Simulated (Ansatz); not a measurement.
Take Y in the hcp (Mg type) structure (space group P6_3/mmc, No. 194; a = 3.652 Å, c = 5.703 Å; relaxed with 0.1 eV smearing) as the base. Axes: x lies along a and z along c of the hexagonal cell.

Structures relaxed with Ansatz (a program for electronic structure) PBE, without spin-orbit coupling.

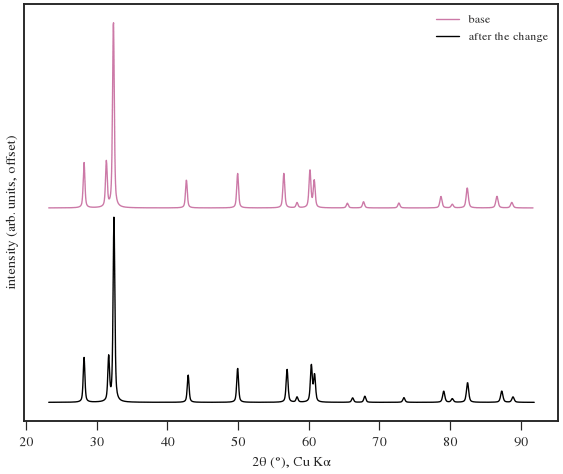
Figure. Simulated powder patterns before (top) and after one change

Question: What was done to the base?
A) uniaxial strain ε_zz = −2.50 %
B) uniaxial strain ε_zz = +1.00 %
C) uniaxial strain ε_zz = +1.50 %
D) uniaxial strain ε_zz = −1.00 %

Answer: D, uniaxial strain ε_zz = −1.00 %. Its volume per atom is 32.61 Å³ against 32.94 Å³, and its space group is P6_3/mmc (No. 194).

Stability against distortions was not tested. All final runs are without spin polarisation.
